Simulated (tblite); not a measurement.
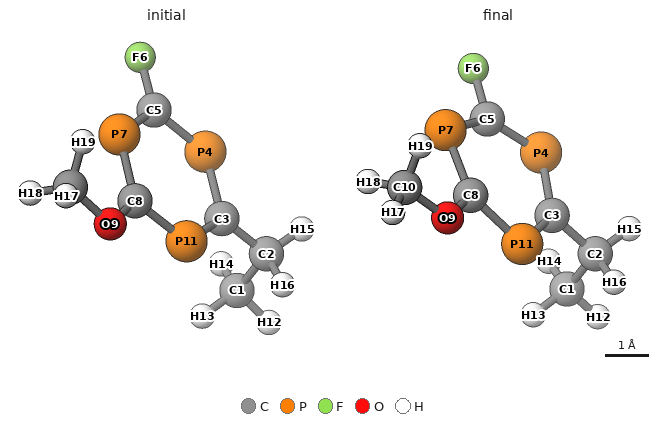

The structure of C$_{6}$H$_{8}$FOP$_{3}$ before (left) and after (right) a relaxation, at one scale.

A ball-and-stick model, seen from a free direction.

Theory: GFN2-xTB geometry optimisation, gas phase in tblite 0.8.0. 

### What changed between the two?

The atom that moves furthest after the best rigid fit is H17 (0.48 Å). Largest moves by element: H 0.48 Å, F 0.30 Å, O 0.23 Å, C 0.22 Å, P 0.18 Å. Among the contacts that change: C10–H17 1.128 → 1.089 Å, C1–H13 1.108 → 1.089 Å, C10–H19 1.116 → 1.097 Å, O9–C10 1.386 → 1.402 Å. Among the angles between lasting bonds that change: P4–C5–P7 119.9° → 139.0°, C5–P7–C8 120.7° → 102.1°, P7–C8–P11 117.8° → 134.9°. Groups turn about O9–C10 by about 25°. After 70 geometry steps the energy has fallen by 44.3 kcal/mol.
